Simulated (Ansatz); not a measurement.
**Response to strain in WSi2**

Consider WSi$_{2}$ (space group I4/mmm, No. 139; a = 3.202 Å, c = 7.818 Å; relaxed with 0.1 eV smearing). Axes: x, y, z lie along a, b, c of the conventional cell.

Strains are applied to the cell and any free atomic positions relax; under biaxial strain the out-of-plane vector relaxes too.

Method: PBEsol, PAW, 420 eV (Ansatz, a first-principles code; no spin-orbit coupling).

Notes on the quantities. in-plane stress: mean in-plane stress (compression positive).

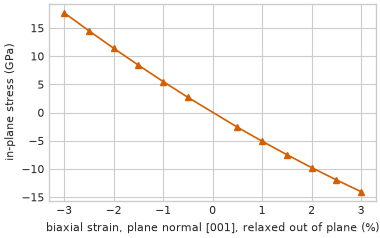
Fig. 1. in-plane stress against biaxial strain, plane normal [001], relaxed out of plane

**Question.** From the plot, what is the in-plane stress for biaxial strain −1.50 %, plane normal [001], relaxed out of plane?

**Answer.** About 8 GPa.

**Question.** Is the trend monotonic over the range shown?

**Answer.** Yes, it falls throughout, spanning -14.0 GPa to +17.7 GPa.

Whether these cells are dynamically stable was not tested. All final runs are without spin polarisation.
